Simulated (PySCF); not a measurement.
**TaNCl2: singlet, from a trigonal pyramidal start**

Where does singlet TaNCl2 go from a trigonal pyramidal start, is the end point a minimum, and what are its modes, charges and moments?

Method: PBE0, basis Ta def2-TZVP with ECP60, N def2-TZVP, Cl def2-TZVP, scalar-relativistic core potentials, no spin–orbit coupling, density fitting; program: PySCF 2.14.0.

### Step 1. The system as given

4 atoms, charge 0, spin multiplicity 1.

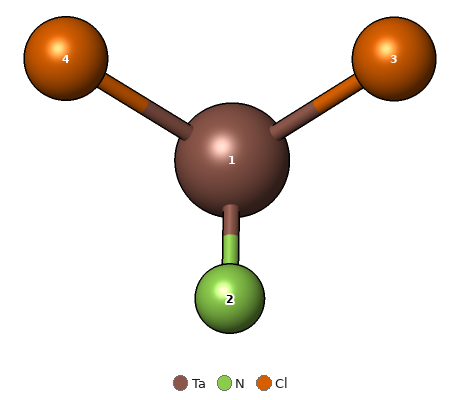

The starting geometry (tantalum brown, nitrogen green, chlorine orange); atoms are numbered from 1 in the order of the file.

Coordinates in bohr (charge 0 multiplicity 1):
```
Ta    0.0000   -0.7604    0.0000
N    -3.5135   -0.8587    0.0001
Cl    0.7035    2.1392    3.5402
Cl    0.7035    2.1392   -3.5402
```

### Step 2. The SCF at the typed geometry

One driver script runs all steps and calls PySCF; scf.py shows how it sets up the SCF of each step. The optimiser is the driver's own. After this first run the driver tries any further starts and a stability analysis.

scf.py

```python
from pyscf import gto, scf, dft
mol = gto.M(atom='''
Ta    -0.000000    -0.402360    -0.000000
N     -1.859280    -0.454380     0.000040
Cl     0.372250     1.131990     1.873390
Cl     0.372290     1.132000    -1.873390''',
    basis={'Ta': 'def2-TZVP', 'N': 'def2-TZVP', 'Cl': 'def2-TZVP'},
    ecp={'Ta': 'def2-TZVP'},
    charge=0, spin=0)
mf = dft.RKS(mol, xc='PBE0')
mf.grids.atom_grid = (50, 194)
aux = {'Ta': 'def2-universal-JKFIT', 'N': 'def2-universal-JKFIT', 'Cl': 'def2-universal-JKFIT'}
mf = mf.density_fit(auxbasis=aux)
mf.conv_tol = 1e-08
mf.diis_space = 10
mf.max_cycle = 60
mf.init_guess = 'minao'
mf.verbose = 4
mf.kernel()
```

Command:

```sh
OMP_NUM_THREADS=4 python axn.py task.json out
```

Further steps of the session: Trigonal pyramidal start, singlet: relaxation; Vibrations and properties at this point.

Before running it: what results should come out? Wanted: minimum; geometry; wavenumbers; dipole moment; highest occupied, lowest empty level; polar-tensor charge of Ta1; zero-point energy; atomisation energy.

**Answer**, as computed:

| quantity | value |
| --- | --- |
| minimum | singlet, Cs |
| geometry | Ta–Cl 2.305 Å (×2), Ta–N 1.680 Å; Cl–Ta–Cl 114.5°, Cl–Ta–N 106.7° (×2) |
| wavenumbers (cm⁻¹) | 82 (a'), 174 (a'), 250 (a''), 390 (a'), 402 (a''), 1098 (a') |
| dipole moment | 4.96 D |
| highest occupied, lowest empty level | -7.83, -3.96 eV |
| polar-tensor charge of Ta1 | +1.74 e |
| zero-point energy | 14.3 kJ/mol |
| entropy at 298.15 K | 336.8 J/(mol K) |
| atomisation energy (no zero-point energy) | 1477 kJ/mol |

**Reading.** The molecule stays Cs, as typed, and the end point is a minimum. The strongest infrared band lies at 402 cm⁻¹ (a'', stretch). Only this shape and spin were tried, so other structures or states may lie lower. Spin–orbit coupling, left out here, can matter for elements this heavy.
